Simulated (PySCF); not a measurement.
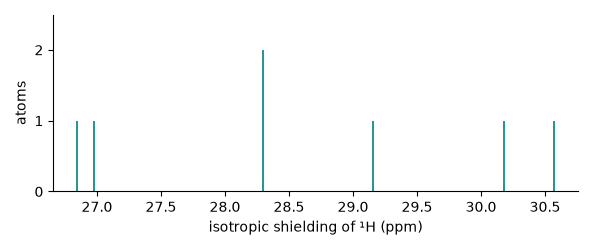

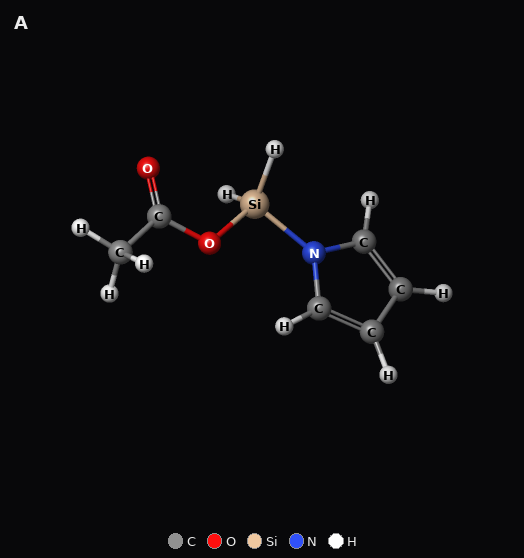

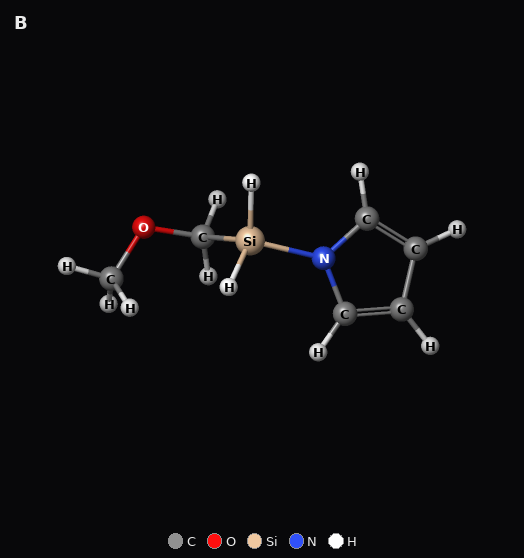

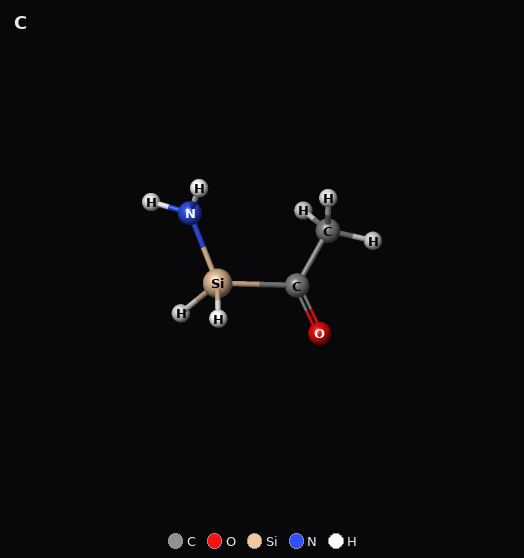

The sticks are computed shieldings of one of the molecules, for one fixed geometry (PBE0-D3(BJ)/def2-SVP) without averaging over rotations. Low shielding means a high chemical shift. Method: GIAO PBE0/pcSseg-1 NMR shielding, non-relativistic, IEF-PCM chloroform (PySCF 2.14.0).

Match the spectrum to a structure.

C, `CC(=O)[SiH2]N`. Its 7 H atoms give lines at 26.84, 26.98, 28.30 (2 atoms), 29.16, 30.18, 30.57 ppm.
